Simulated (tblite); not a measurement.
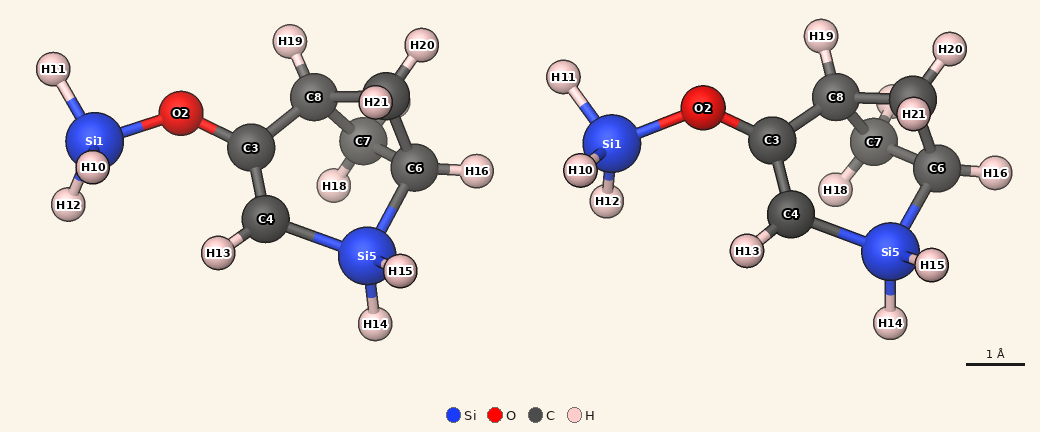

Two geometries of C$_{6}$H$_{12}$OSi$_{2}$, drawn at one scale. One is the start of a relaxation, the other its converged end. A ball-and-stick model, seen at a tilt.

Theory: GFN2-xTB geometry optimisation, gas phase in tblite. 

**Which of the two is the end point?**

The left one is the relaxed one. An H atom moves most after the best rigid fit: 0.63 Å. Largest moves by element: H 0.63 Å, O 0.55 Å, C 0.31 Å, Si 0.20 Å. Among the contacts that change: O–Si 1.720 → 1.626 Å, C–C 1.489 → 1.539 Å, C–H 1.058 → 1.089 Å, H–Si 1.481 → 1.454 Å. Bond angles that change, for instance: O–C–C 122.1° → 113.5°, C–C–H 109.7° → 117.6°, O–Si–H 106.7° → 99.1°. Groups turn about C–O by about 45°, O–Si by about 45°. Over 93 geometry steps the energy falls by 0.695 eV. The run took 3.2 s on 1 thread of Intel(R) Xeon(R) Processor @ 2.50GHz (shared host).
